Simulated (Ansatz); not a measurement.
# C2H3Si−: single points off equilibrium

The atoms stand at a structure displaced at random from a GFN2-xTB minimum. How far do the functionals agree with CCSD(T) there?

Computed with Ansatz 0.2.0, Gaussian basis. Level: single points in def2-TZVPPD.

Cores are frozen in the correlated methods.

## (1) Starting geometry

SMILES `[CH-]=[Si]=C`, 6 atoms, charge -1, spin multiplicity 1.

Atoms are counted from 1 here; the program's logs count them from 0.

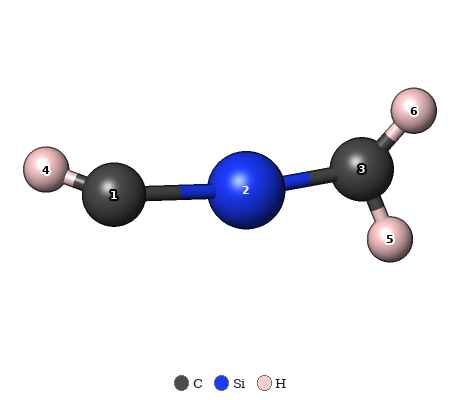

As it starts; carbon dark grey, silicon blue, hydrogen pink; atoms are numbered from 1 in the order of the file.

Geometry (Å):

```xyz
6

C    -1.76650   -1.00010   -0.95910
Si   -0.16950   -0.10000   -0.26280
C     1.07430    0.71450    0.53470
H    -2.58060   -0.71910   -1.36560
H     1.89120    0.35210    0.11740
H     1.12450    0.96180    1.54120
```

## (2) CCSD(T)/def2-TZVPPD

The input, run/in.yaml:

```yaml
crystal:
  periodic: [false, false, false]
  atoms:
    - {symbol: C, position_ang: [-1.766500, -1.000100, -0.959100]}
    - {symbol: Si, position_ang: [-0.169500, -0.100000, -0.262800]}
    - {symbol: C, position_ang: [1.074300, 0.714500, 0.534700]}
    - {symbol: H, position_ang: [-2.580600, -0.719100, -1.365600]}
    - {symbol: H, position_ang: [1.891200, 0.352100, 0.117400]}
    - {symbol: H, position_ang: [1.124500, 0.961800, 1.541200]}
basis:
  gaussian: {orbitals: "def2-TZVPPD.json"}
total_charge: -1
correlation: {method: ccsd_t}
output: {forces: true}
```

The basis file named in the input lies beside it (Basis Set Exchange, JSON).

The command line of these runs was not kept.

## (3) PBE0-D4/def2-TZVPPD

run/in.yaml: that of step 2 with these lines changed.

```diff
@@ -12,3 +12,3 @@
 total_charge: -1
-correlation: {method: ccsd_t}
-output: {forces: true}
+hamiltonian: {xc: pbe0, dispersion: d4}
+output: {forces: true, orbitals: {seedname: orbitals}}
```

## (4) wB97M-V/def2-TZVPPD

run/in.yaml: that of step 3 with these lines changed.

```diff
@@ -12,3 +12,3 @@
 total_charge: -1
-hamiltonian: {xc: pbe0, dispersion: d4}
-output: {forces: true, orbitals: {seedname: orbitals}}
+hamiltonian: {xc: {name: wB97M-V}}
+output: {forces: true}
```

## (5) r2SCAN-D4/def2-TZVPPD

run/in.yaml: that of step 4 with these lines changed.

```diff
@@ -12,3 +12,3 @@
 total_charge: -1
-hamiltonian: {xc: {name: wB97M-V}}
+hamiltonian: {xc: r2scan, dispersion: d4}
 output: {forces: true}
```

## (6) PBE-D4/def2-TZVPPD

run/in.yaml: that of step 5 with these lines changed.

```diff
@@ -12,3 +12,3 @@
 total_charge: -1
-hamiltonian: {xc: r2scan, dispersion: d4}
+hamiltonian: {xc: pbe, dispersion: d4}
 output: {forces: true}
```

## (7) r2SCANh-D4/def2-TZVPPD

run/in.yaml: that of step 6 with these lines changed.

```diff
@@ -12,3 +12,3 @@
 total_charge: -1
-hamiltonian: {xc: pbe, dispersion: d4}
+hamiltonian: {xc: {name: r2SCANh}, dispersion: d4}
 output: {forces: true}
```

## (8) BHLYP-D4/def2-TZVPPD

run/in.yaml: that of step 7 with these lines changed.

```diff
@@ -12,3 +12,3 @@
 total_charge: -1
-hamiltonian: {xc: {name: r2SCANh}, dispersion: d4}
+hamiltonian: {xc: {name: BHLYP}, dispersion: d4}
 output: {forces: true}
```

(Steps that only read results are left out.)

**Question.** What will these runs give? Wanted: RMS force component; RMS force error; HOMO and LUMO, PBE0-D4; T1 diagnostic.

**Answer**, as computed:

| quantity | value |
| --- | --- |
| RMS force component | 3.971 to 4.099 eV/Å over the methods |
| RMS force error | PBE0-D4 0.218, wB97M-V 0.255, r2SCAN-D4 0.152, PBE-D4 0.141, r2SCANh-D4 0.191, BHLYP-D4 0.277 eV/Å |
| HOMO and LUMO, PBE0-D4 | -0.20 and 3.11 eV |
| T1 diagnostic | 0.033 |

What this shows: The forces of PBE-D4 come nearest to CCSD(T), those of BHLYP-D4 are farthest. Frozen-core CCSD(T) forces in triple zeta carry basis errors of their own, and this is one geometry, so small gaps rank nothing. The T1 diagnostic is large here, over the usual mark for main-group molecules (transition-metal compounds often pass it harmlessly), so CCSD(T) itself may be off. The restricted Hartree–Fock reference is unstable towards an unrestricted one at one or more of these structures.
